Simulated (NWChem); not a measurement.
# C3HN (cyanoacetylene): levels of theory compared

We compute a comparison of 6 runs (B3LYP/def2-SVPD, BHLYP/def2-SVPD, M06-2X/def2-SVPD, PBE/def2-SVPD, r2SCAN/def2-SVPD, revPBE/def2-SVPD) of C3HN (cyanoacetylene). 

The calculation is run with NWChem 7.3.0.

## (1) Starting point

C3HN: 5 atoms, total charge 0, spin state singlet. SMILES: `C#CC#N`. The shape is that of a PBE0-D4/def2-TZVP optimisation.

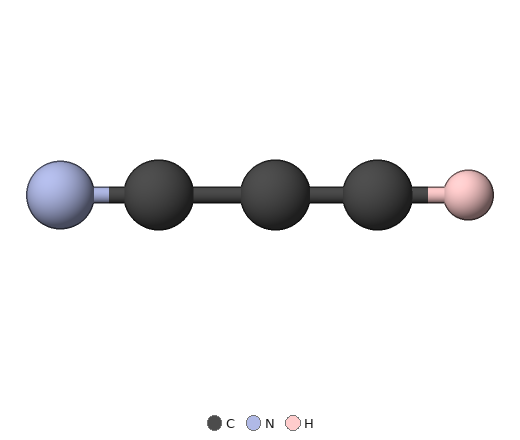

The structure, seen from a chosen angle (carbon dark grey, nitrogen light blue, hydrogen pink).

## (2) Energy and forces at B3LYP/def2-SVPD (run 1)

Contents of c3hn.xyz:

```xyz
5

C     -0.137800     1.253000     0.148800
C     -0.000300     0.068900     0.002100
C      0.157500    -1.280600    -0.165000
N      0.291100    -2.418400    -0.305600
H     -0.260600     2.303500     0.278300
```

Contents of run.py:

```python
from ase.io import read
from ase.calculators.nwchem import NWChem

atoms = read('c3hn.xyz')

calc = NWChem(
    label='c3hn',
    theory='dft',
    memory='2200 mb',
    basis='def2-SVPD',
    basispar='spherical bse',
    dft={'xc': 'b3lyp', 'mult': '1', 'grid': 'xfine', 'convergence': 'energy 1e-08', 'iterations': '100', 'mulliken': None},
)
atoms.calc = calc

forces = atoms.get_forces()
print("Total energy (eV):", round(atoms.get_potential_energy(), 6))
print("forces (eV/A):")
for s, f in zip(atoms.symbols, forces):
    print(f"{s:2s} {f[0]:10.5f} {f[1]:10.5f} {f[2]:10.5f}")
print("dipole (e A):", atoms.get_dipole_moment().round(4))
```

Command:

```sh
$ export ASE_NWCHEM_COMMAND="nwchem PREFIX.nwi > PREFIX.nwo"
$ python run.py
```

Standard output:

```text
Total energy (eV): -4611.086476
forces (eV/A):
C    -0.11272    0.94462    0.11544
C     0.09847   -0.82790   -0.10243
C    -0.07281    0.62514    0.07837
N     0.12259   -1.05390   -0.13082
H    -0.03553    0.31203    0.03944
dipole (e A): [-0.0932  0.7967  0.0985]
```

The calculator wrote c3hn.nwi:

```
title "c3hn"

permanent_dir c3hn

scratch_dir c3hn

start c3hn

geometry units angstrom nocenter noautosym noautoz
  C  -1.3780000000000001e-01 1.2529999999999999e+00 1.4879999999999999e-01
  C  -2.9999999999999997e-04 6.8900000000000003e-02 2.0999999999999999e-03
  C  1.5750000000000000e-01 -1.2806000000000000e+00 -1.6500000000000001e-01
  N  2.9110000000000003e-01 -2.4184000000000001e+00 -3.0559999999999998e-01
  H  -2.6060000000000000e-01 2.3035000000000001e+00 2.7829999999999999e-01
end

memory 2200 mb

basis spherical bse noprint
   * library def2-SVPD
end

dft
  xc b3lyp
  mult 1
  grid xfine
  convergence energy 1e-08
  iterations 100
  mulliken
end

task dft gradient
```

c3hn.nwo:

```text
Northwest Computational Chemistry Package (NWChem) 7.3.0
             --------------------------------------------------------

           Job information
           ---------------

    nwchem branch   = 7.3.0
    use scalapack   = T
    input           = c3hn.nwi
    prefix          = c3hn.
    data base       = c3hn/c3hn.db
    status          = startup
    nproc           =        1

           Memory information
           ------------------

[... 5 lines left out ...]
    hardfail = no
[... 94 lines left out ...]
  convergence criterion.
[... 42 lines left out ...]
          Spatial weights used:  Erf1
[... 32 lines left out ...]
 1-e energy   =    -377.448834
[... 51 lines left out ...]
           Coulomb energy =      156.437066804260
[... 689 lines left out ...]
          Convergence on density requested:  1.00D-05
[... 28 lines left out ...]
          total energy or number of iterations.
[... 36 lines left out ...]
                 ----------------------------------------
                 |  Time  |  1-e(secs)   |  2-e(secs)   |
                 ----------------------------------------
                 |  CPU   |       0.00   |       1.25   |
                 ----------------------------------------
                 |  WALL  |       0.00   |       1.25   |
                 ----------------------------------------

 Task  times  cpu:       15.4s     wall:       15.4s
 Total times  cpu:       15.4s     wall:       15.4s
```

Wall time 17 s (1 thread of AMD EPYC 9R45 (Zen 5), shared host); peak memory 0.13 GiB.

## (3) Energy and forces at BHLYP/def2-SVPD (run 2)

Contents of geom.xyz:

```xyz
5
C3HN
C     -0.137800     1.253000     0.148800
C     -0.000300     0.068900     0.002100
C      0.157500    -1.280600    -0.165000
N      0.291100    -2.418400    -0.305600
H     -0.260600     2.303500     0.278300
```

Contents of geom.nw:

```
start geom
title "C3HN"
memory 2200 mb
charge 0

geometry units angstroms noautosym nocenter noautoz
load geom.xyz
end

basis spherical bse
* library def2-SVPD
end

dft
xc bhlyp
mult 1
grid xfine
convergence energy 1e-08
maxiter 100
mulliken
end

task dft gradient
```

Command:

```sh
$ nwchem geom.nw > geom.out
```

Standard output:

```text
[...]
          Wavefunction type:  closed shell.
          No. of atoms     :     5
          No. of electrons :    26
[...]
          Charge           :     0
          Spin multiplicity:     1
[...]
          AO basis - number of functions:    88
[...]
              XC Information
              --------------
                        BHLYP Method XC Functional
                     Hartree-Fock (Exact) Exchange  0.500
                        Slater Exchange Functional  0.500 local
                    Becke 1988 Exchange Functional  0.500 non-local
              Lee-Yang-Parr Correlation Functional  1.000
[...]
 d= 0,ls=0.0,diis     1   -169.2645493555 -2.47D+02  6.33D-02  5.34D-01     1.4
[...]
 d= 0,ls=0.0,diis    11   -169.3444964840 -3.26D-10  1.03D-06  4.84D-09    12.4
         Total DFT energy =     -169.344496484046
      One electron energy =     -379.624395374479
           Coulomb energy =      156.285978804656
    Exchange-Corr. energy =      -23.256100590619
 Nuclear repulsion energy =       77.250020676396
[...]
  wavefunction    = closed shell
                         DFT ENERGY GRADIENTS
    atom               coordinates                        gradient
                 x          y          z           x          y          z
   1 C      -0.260404   2.367827   0.281191   -0.000510   0.004961   0.000652
   2 C      -0.000567   0.130202   0.003968    0.001503  -0.013326  -0.001655
   3 C       0.297632  -2.419983  -0.311805   -0.003198   0.027131   0.003330
   4 N       0.550099  -4.570113  -0.577500    0.002089  -0.017601  -0.002163
   5 H      -0.492463   4.352984   0.525911    0.000116  -0.001165  -0.000165
[...]
```

Wall time 16 s (1 thread of AMD EPYC 9R45 (Zen 5), shared host); peak memory 0.13 GiB.

## (4) Energy and gradient at M06-2X/def2-SVPD (run 3)

Contents of mymol.nw:

```
start mymol
title "C3HN gradient"
memory stack 880 mb heap 220 mb global 1100 mb
geometry units angstroms noautosym nocenter noautoz
C    -0.137800    1.253000    0.148800
C    -0.000300    0.068900    0.002100
C     0.157500   -1.280600   -0.165000
N     0.291100   -2.418400   -0.305600
H    -0.260600    2.303500    0.278300
end
basis spherical bse
* library def2-SVPD
end
dft
xc m06-2x
grid xfine
convergence energy 1e-08
iterations 100
mulliken
end
task dft gradient
```

Command:

```sh
$ nwchem mymol.nw > mymol.out
```

Standard output:

```text
[...]
          Wavefunction type:  closed shell.
          No. of atoms     :     5
          No. of electrons :    26
[...]
          Charge           :     0
          Spin multiplicity:     1
[...]
          AO basis - number of functions:    88
[...]
              XC Information
              --------------
                       M06-2X Method XC Functional
                     Hartree-Fock (Exact) Exchange  0.540
                        M06-2X Exchange Functional  1.000
                      M06-2X Correlation Potential  1.000
[...]
 d= 0,ls=0.0,diis     1   -169.3000275393 -2.47D+02  1.11D-01  5.41D-01     1.7
[...]
 d= 0,ls=0.0,diis    11   -169.3808127105 -7.52D-10  1.08D-06  5.79D-09    17.3
         Total DFT energy =     -169.380812710521
      One electron energy =     -379.649987800152
           Coulomb energy =      156.309972545802
    Exchange-Corr. energy =      -23.290818132568
 Nuclear repulsion energy =       77.250020676396
[...]
  wavefunction    = closed shell
                         DFT ENERGY GRADIENTS
    atom               coordinates                        gradient
                 x          y          z           x          y          z
   1 C      -0.260404   2.367827   0.281191    0.000933  -0.007503  -0.000896
   2 C      -0.000567   0.130202   0.003968    0.000437  -0.004097  -0.000511
   3 C       0.297632  -2.419983  -0.311805   -0.001824   0.015492   0.001895
   4 N       0.550099  -4.570113  -0.577500   -0.000319   0.002896   0.000370
   5 H      -0.492463   4.352984   0.525911    0.000773  -0.006788  -0.000858
[...]
```

It took 23 s on 1 thread of AMD EPYC 9R45 (Zen 5), shared host; peak memory 0.13 GiB.

Runs 4 to 5 aren't shown in full; the table further down has their settings and results.

## (5) Energy and forces at revPBE/def2-SVPD (run 6)

Contents of mol.xyz:

```xyz
5
C3HN
C     -0.137800     1.253000     0.148800
C     -0.000300     0.068900     0.002100
C      0.157500    -1.280600    -0.165000
N      0.291100    -2.418400    -0.305600
H     -0.260600     2.303500     0.278300
```

Contents of mol.nw:

```
start mol
title "C3HN"
memory 2200 mb
charge 0
geometry noautosym nocenter noautoz
   load format xyz mol.xyz
end
basis spherical bse
   C library def2-SVPD
   N library def2-SVPD
   H library def2-SVPD
end
dft
   xc revpbe cpbe96
   grid xfine
   convergence energy 1e-08
   maxiter 100
   mulliken
end
task dft gradient
```

Command:

```sh
$ nwchem mol.nw > mol.out
```

Standard output:

```text
[...]
          Wavefunction type:  closed shell.
          No. of atoms     :     5
          No. of electrons :    26
[...]
          Charge           :     0
          Spin multiplicity:     1
[...]
          AO basis - number of functions:    88
[...]
              XC Information
              --------------
                        RevPBE Exchange Functional  1.000
            Perdew 1991 LDA Correlation Functional  1.000 local
           PerdewBurkeErnz. Correlation Functional  1.000 non-local
[...]
 d= 0,ls=0.0,diis     1   -169.3271372598 -2.47D+02  1.03D-01  6.58D-01     1.3
[...]
 d= 0,ls=0.0,diis    13   -169.4154561683 -2.65D-10  2.24D-07  3.49D-11    14.6
         Total DFT energy =     -169.415456168268
      One electron energy =     -379.842143965885
           Coulomb energy =      156.512696567684
    Exchange-Corr. energy =      -23.336029446463
 Nuclear repulsion energy =       77.250020676396
[...]
  wavefunction    = closed shell
                         DFT ENERGY GRADIENTS
    atom               coordinates                        gradient
                 x          y          z           x          y          z
   1 C      -0.260404   2.367827   0.281191    0.004797  -0.040892  -0.005042
   2 C      -0.000567   0.130202   0.003968   -0.004808   0.041075   0.005088
   3 C       0.297632  -2.419983  -0.311805    0.005287  -0.045112  -0.005595
   4 N       0.550099  -4.570113  -0.577500   -0.006611   0.056483   0.006991
   5 H      -0.492463   4.352984   0.525911    0.001335  -0.011554  -0.001442
[...]
```

Wall time 18 s (1 thread of AMD EPYC 9R45 (Zen 5), shared host); peak memory 0.13 GiB.

## (6) All runs side by side

```tsv
run	level	energy (Eh)	dipole moment (D)	HOMO energy (eV)	LUMO energy (eV)	wall time
1	B3LYP/def2-SVPD	-169.454304	3.88	-8.83	-1.85	17 s
2	BHLYP/def2-SVPD	-169.344496	4.00	-10.12	-0.53	16 s
3	M06-2X/def2-SVPD	-169.380813	3.86	-10.29	-0.63	23 s
4	PBE/def2-SVPD	-169.246790	3.78	–	–	18 s
5	r2SCAN/def2-SVPD	-169.345505	3.90	-8.14	-2.45	21 s
6	revPBE/def2-SVPD	-169.415456	3.75	-7.80	-2.51	18 s
```

## (7) Results

| quantity | value |
| --- | --- |
| run 6: total energy | -169.41546 Eh |
| run 6: dipole moment | 3.75 D |
| run 6: HOMO energy | -7.80 eV |
| run 6: LUMO energy | -2.51 eV |
| run 6: HOMO–LUMO gap | 5.29 eV |
| run 6: largest force on an atom | 2.946 eV/Å |

The dipole moment (its size) runs from 3.75 D (revPBE/def2-SVPD) to 4.00 D (BHLYP/def2-SVPD). Over runs 1, 2, 3, 5, 6 the HOMO–LUMO gap runs from 5.29 eV (revPBE/def2-SVPD) to 9.66 eV (M06-2X/def2-SVPD). Totals of different functionals can't be ranked against each other. All runs together took 1.9 min, the longest 23 s.
